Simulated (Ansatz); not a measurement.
Relaxed Ge (diamond):

```
Ge
1.0
    0.00000     5.67439     5.67439
    2.83720     0.00000     2.83720
    2.83720     2.83720     0.00000
Ge
4
Cartesian
  2.83720   2.83720   2.83720
  2.83720   5.67439   5.67439
  4.25579   4.25579   4.25579
  4.25579   7.09299   7.09299
```

The atoms are displaced by Q × the pattern below (from a DFPT mode at L = (0.5, 0.0, 0.0), largest move 1; Q in Å), at fixed cell. (q is in reciprocal vectors of the primitive cell; the cell shown is doubled to hold the pattern.)

```tsv
atom	x	y	z
Ge1	-0.577	0.577	0.577
Ge2	0.577	-0.577	-0.577
Ge3	0.577	-0.577	-0.577
Ge4	-0.577	0.577	0.577
```

Calculation: r2SCAN (plane waves to 500 eV, PAW, scalar-relativistic; Ansatz, a quantum-chemistry and plane-wave program). k mesh 5×10×10 (Γ-centred), Fermi-Dirac smearing 0.05 eV. The energy includes the smearing's −TS. As the smearing reaches across the gap at some points, energies and forces of such displacements shift with the k mesh and the smearing. Ge was relaxed with its symmetry unable to fall. ΔE is measured from the undisplaced structure.

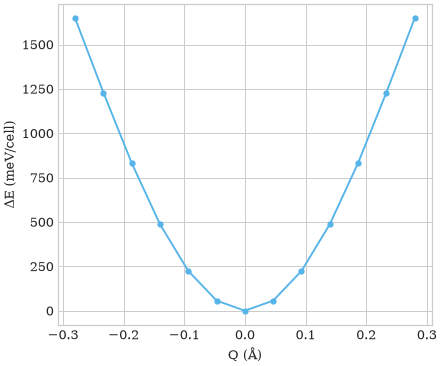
Figure. ΔE (meV/cell) against Q (Å); markers are the computed points, lines only join them.

The energy at Q = 0.280 Å comes out as 1648 meV/cell. Space group of the distorted cell: R-3m (No. 166), lowered from Fd-3m. Shape of the curve: a single well with its minimum at or next to zero displacement. Harmonic wavenumber from the curvature (finite differences): 223 cm⁻¹. Symmetry of the curve: even: the same for both signs.

E″ = 53.17 eV/Å², M = Σ mᵢ|uᵢ|² = 290.5 u, ν̃ = 521.5·√(|E″|/M).

(For displaced atoms, the force is minus the slope of the energy, and its curvature is a force constant, which sets phonon frequencies.)
